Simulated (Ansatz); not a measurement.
# HF/STO-3G run of [CF3]+ (SMILES F[C+](F)F)

Aim: the vertical ionisation energy of [CF3]+ at HF/STO-3G, from 2 runs. 

The results are computed with Ansatz 0.2.0.

5 further runs of the same task are left out: 5 that didn't finish.

**1. The system as given**

The species is [CF3]+ (4 atoms), meant as a singlet with charge +1. As SMILES, `F[C+](F)F`. Geometry: relaxed at PBE0-D4/def2-TZVP.

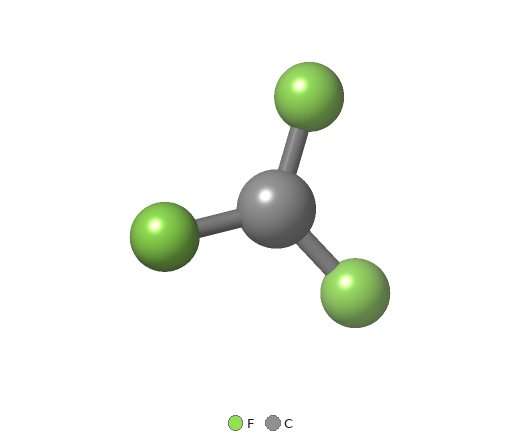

The structure, seen from a chosen angle (fluorine green, carbon grey).

**2. A single-point energy at HF/STO-3G**

molecule.yaml reads:

```yaml
crystal:
  periodic: [false, false, false]
  atoms:
    - symbol: F
      position_ang: [0.698600, -0.114600, 1.005400]
    - symbol: C
      position_ang: [0.000000, 0.000000, -0.000000]
    - symbol: F
      position_ang: [-0.609500, -0.973400, -0.439400]
    - symbol: F
      position_ang: [-0.089000, 1.088000, -0.566000]
basis:
  gaussian:
    orbitals: STO-3G
total_charge: 1
hamiltonian:
  xc: hf
accuracy: high
```

Run with:

```bash
$ ansatz run molecule.yaml --threads 1 --pin off --max-ram 2610MiB --events-out events.jsonl --progress --plain --runs-dir runs
```

What it wrote:

```text
Warning: RAYON_NUM_THREADS=1 ignored (pool sized by the plan → 1); use --threads N
Functional definition: HF
  name "HF"
  exchange = exact_x
  correlation = 0
369 factors; integrals over basis functions are off by at most 3.3e-8 eV
mean field evaluation 1: about -9007.4407 eV, gradient 4.1e1 eV
mean field evaluation 2: about -9007.5487 eV, gradient 4.2e1 eV
mean field evaluation 4: about -9012.7052 eV, gradient 1.4e0 eV
mean field evaluation 8: about -9012.7097 eV, gradient 3.5e-4 eV
mean field -9012.70965429 eV, -331.2109707610 hartree, gradient 1.1e-8 eV, S^2 0.000000; 0 other end points of the search recorded, 0 dependent functions left out
reference -9012.70965429 eV, -331.2109707610 hartree; 16, 16 occupied and 4, 4 virtual orbitals, 369 factors
Total energy: -9012.70965429 eV, -331.2109707610 hartree
```

Wall time 0.1 s (1 thread of Arm Neoverse V2, shared host).

**3. Doublet [CF3]2+**

in.yaml reads:

```yaml
crystal:
  periodic: [false, false, false]
  atoms:
    - {symbol: F, position_ang: [0.698600, -0.114600, 1.005400]}
    - {symbol: C, position_ang: [0.000000, 0.000000, -0.000000]}
    - {symbol: F, position_ang: [-0.609500, -0.973400, -0.439400]}
    - {symbol: F, position_ang: [-0.089000, 1.088000, -0.566000]}
basis:
  gaussian:
    orbitals: STO-3G
total_charge: 2
magnetization:
  spin_polarized: true
  initial_magnetization: 1
hamiltonian:
  xc: hf
accuracy: high
```

Run with:

```bash
$ ansatz run in.yaml --threads 1 --pin off --max-ram 2610MiB --events-out events.jsonl --progress --plain --runs-dir runs
```

What it wrote, shortened:

```text
Warning: RAYON_NUM_THREADS=1 ignored (pool sized by the plan → 1); use --threads N
Functional definition: HF
  name "HF"
[...]
369 factors; integrals over basis functions are off by at most 3.3e-8 eV
[...]
mean field -8989.59792070 eV, -330.3616302175 hartree, gradient 3.6e-8 eV, S^2 1.054033; 7 other end points of the search recorded, 0 dependent functions left out
reference -8989.59792070 eV, -330.3616302175 hartree; 16, 15 occupied and 4, 5 virtual orbitals, 369 factors
Total energy: -8989.59792070 eV, -330.3616302175 hartree
```

Wall time 0.52 s (1 thread of Arm Neoverse V2, shared host).

**4. Outcome**

Level: HF/STO-3G.

```
                                            quantity          value
                        singlet [CF3]+: total energy  -331.21097 Eh
                       doublet [CF3]2+: total energy  -330.36163 Eh
                               doublet [CF3]2+: ⟨S²⟩          1.054
vertical ionisation energy (to the doublet dication)      23.112 eV
```

Removing an electron at fixed nuclei costs 23.11 eV (2230 kJ/mol). In a minimal basis such a difference can be off by several eV, whatever the method. ⟨S²⟩ (doublet [CF3]2+) is 1.05 where a pure doublet has 0.75: the reference is spin-contaminated.
